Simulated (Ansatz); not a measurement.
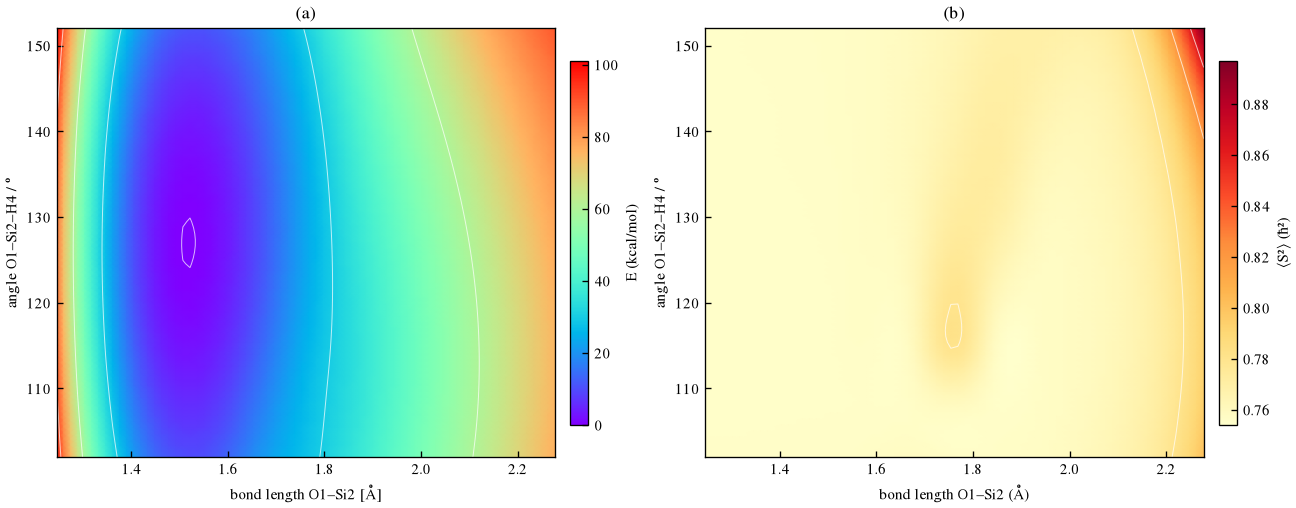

HOSSi, SMILES [O][SiH]=S, spin multiplicity 2. The first coordinate is: bond length O1–Si2; the second: angle O1–Si2–H4. Nothing is relaxed (all other coordinates rigid). The grid has 13 × 13 points. Points are written as (first, second). Energies: kcal/mol, counted from the lowest grid point. Level of theory: UKS PBE0-D4/def2-TZVP (Ansatz).

Panel (a) is the energy; panel (b) is the computed ⟨S²⟩, in ħ².

Drawn: a smooth colour map with a few white contour lines. Between grid points the surface is interpolated.

### How does the ⟨S²⟩ vary over the map, and what is it at the lowest grid point?

Leaving out the highest fifth of the energies, it runs from 0.76 ħ² at (1.331 Å, 114.5°) to 0.78 ħ² at (1.761 Å, 118.6°). At the lowest grid point, (1.503 Å, 127.0°), it is 0.76 ħ².

```
angle O1–Si2–H4 ↓, bond length O1–Si2 →  1.245  1.331  1.417  1.503  1.589  1.675  1.761  1.847  1.934  2.020  2.106  2.192  2.278
                                  152.0   0.76   0.76   0.76   0.76   0.76   0.76   0.76   0.77   0.77   0.77   0.77   0.81   0.90
                                  147.8   0.76   0.76   0.76   0.76   0.76   0.76   0.76   0.77   0.77   0.77   0.77   0.79   0.86
                                  143.6   0.76   0.76   0.76   0.76   0.76   0.76   0.77   0.77   0.77   0.76   0.77   0.79   0.84
                                  139.5   0.76   0.76   0.76   0.76   0.76   0.76   0.77   0.77   0.76   0.76   0.77   0.78   0.82
                                  135.3   0.76   0.76   0.76   0.76   0.76   0.76   0.77   0.77   0.76   0.76   0.76   0.78   0.81
                                  131.1   0.76   0.76   0.76   0.76   0.76   0.76   0.77   0.77   0.76   0.76   0.76   0.77   0.80
                                  127.0   0.76   0.76   0.76   0.76   0.76   0.76   0.77   0.77   0.76   0.76   0.76   0.77   0.80
                                  122.8   0.76   0.76   0.76   0.76   0.76   0.76   0.78   0.76   0.76   0.76   0.76   0.77   0.79
                                  118.6   0.76   0.76   0.76   0.76   0.76   0.76   0.78   0.76   0.76   0.76   0.76   0.77   0.79
                                  114.5   0.76   0.76   0.76   0.76   0.76   0.76   0.78   0.76   0.76   0.76   0.76   0.77   0.79
                                  110.3   0.76   0.76   0.76   0.76   0.76   0.76   0.77   0.76   0.76   0.76   0.76   0.77   0.79
                                  106.1   0.76   0.76   0.76   0.76   0.76   0.76   0.76   0.76   0.76   0.76   0.76   0.77   0.80
                                  102.0   0.76   0.76   0.76   0.76   0.76   0.76   0.76   0.76   0.76   0.76   0.76   0.78   0.80
```
